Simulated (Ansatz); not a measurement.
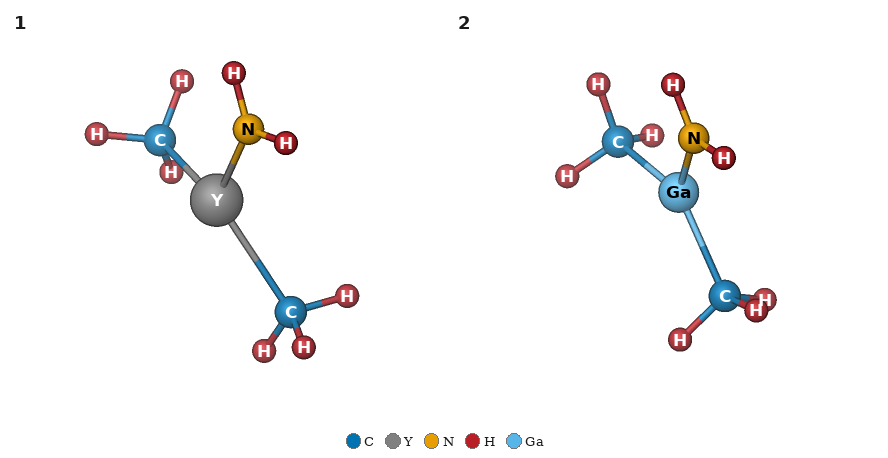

2 molecules with one skeleton, seen from the same side and at one scale. Charge 0, singlet. Computed geometries: PBE0-D4/def2-TZVP optimisations, one conformation each. Properties computed with Ansatz 0.2.0. Elements past Kr carry core potentials.

One atom differs, called X below: Y in panel 1, Ga in panel 2. Their formulas are C2H8NY (`[CH3][Y]([CH3])[NH2]`), C2H8GaN (`[CH3][Ga]([CH3])[NH2]`).

**In which is the mean length of X–C larger (PBE0-D4/def2-TZVP)?**

In panel 1 (X = Y).

**In which is the HOMO–LUMO gap larger (PBE0-D4/def2-SVP)?**

In panel 2 (X = Ga).

Give the values. With PBE0-D4/def2-TZVP: mean length of X–C (Å), length of X–N (Å), angle C–X–C (°), dipole moment (D), harmonic zero-point energy (kJ/mol). With PBE0-D4/def2-SVP: HOMO energy (Kohn–Sham orbital) (eV), HOMO–LUMO gap (eV).

```csv
quantity,1 (Y),2 (Ga),2 − 1
mean length of X–C (Å),2.363,1.967,−0.396
length of X–N (Å),2.132,1.824,−0.308
angle C–X–C (°),116.4,126.1,+9.7
HOMO energy (Kohn–Sham orbital) (eV),−6.04,−6.82,−0.78
HOMO–LUMO gap (eV),4.60,7.20,+2.60
dipole moment (D),2.40,0.32,−2.08
harmonic zero-point energy (kJ/mol),235.9,254.0,+18.1
```
